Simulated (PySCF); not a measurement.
C3H8OSi (SMILES C1CO[SiH2]C1)

Input file:

```
{"job": {"kind": "nmr", "xc": "PBE0", "basis": "pcSseg-1", "pop": false}, "charge": 0, "multiplicity": 1}
C      0.094200    -1.055900     0.347400
C      0.764700     0.101300    -0.269500
O      0.257600     1.356200     0.249900
Si    -1.341600     1.265200     0.409900
C     -1.433600    -0.658300     0.270900
H      0.277500    -1.990200    -0.138900
H      0.444300    -1.122400     1.367900
H      1.813600    -0.004200    -0.023500
H      0.630400     0.134800    -1.306000
H     -1.803000     1.690200     1.734300
H     -2.009200     1.617500    -0.765200
H     -1.940200    -0.961900    -0.641800
H     -2.012100    -1.176400     1.081500
```

Run with:

```sh
OMP_NUM_THREADS=1 python probes_run.py task.json out
```

Geometry: GFN2-xTB, MD frame at 250 fs, 400 K.

All numbers below come from PBE0/pcSseg-1, SCF density, gas phase, non-relativistic (PySCF 2.14.0).

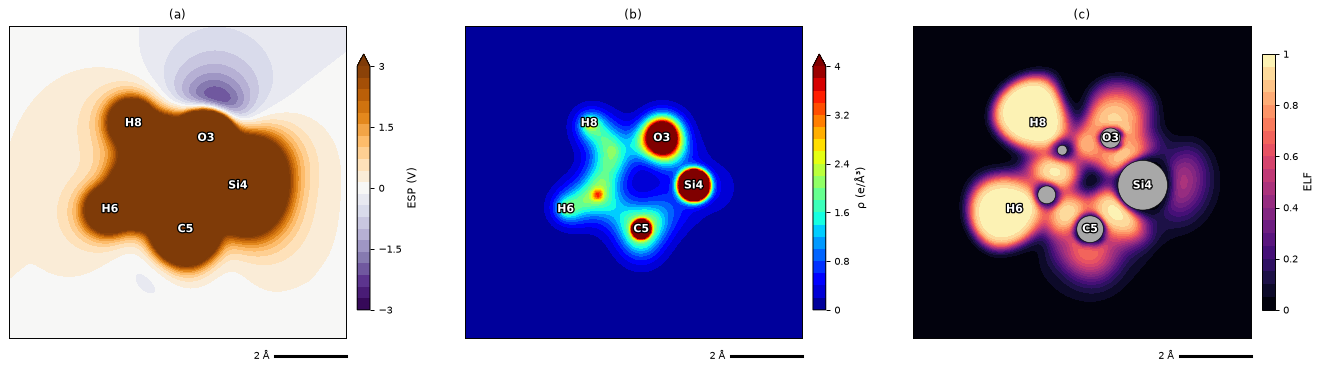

Figure 1. (a) electrostatic potential; (b) total electron density; (c) electron localisation function on the plane of atoms O3, Si4 and C5. Grey discs cover the atomic cores in the ELF map.

Q: Read the bonding off the picture.

A:
- The plane passes through O, Si, C and H nuclei.
- Si–O (1.61 Å): ρ is about 1.2 e/Å³ halfway; the ELF peaks at about 0.85 between the atoms, as expected for a polar covalent bond.
- C–Si (1.93 Å): ρ is about 0.9 e/Å³ halfway; the ELF peaks at about 0.95 between the atoms: a covalent bond.
- The ELF also peaks beside O3, away from the bonds: lone-pair regions.
- Outside the dense part of the molecule the potential is most negative (−2.1 V) near O3.

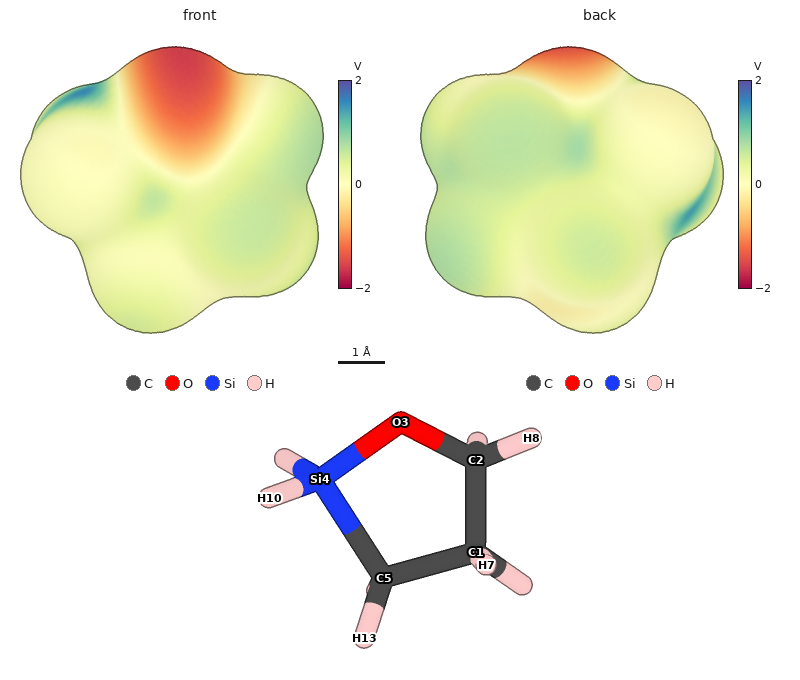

Figure 2. The electrostatic potential painted on the density surface at 0.002 e/bohr³, seen from the front and from behind; the colour scale runs from red (negative) to blue (positive). The bare structure is drawn below in the same view.

Q: Which sites attract a positive test charge, and which a negative one?

A: A positive charge is drawn to the negative regions and a negative charge to the positive ones. The most negative region (about −1.6 V) lies over O3, the most positive (about +1.4 V) over Si4. O3 is the likeliest acceptor of a hydrogen bond.
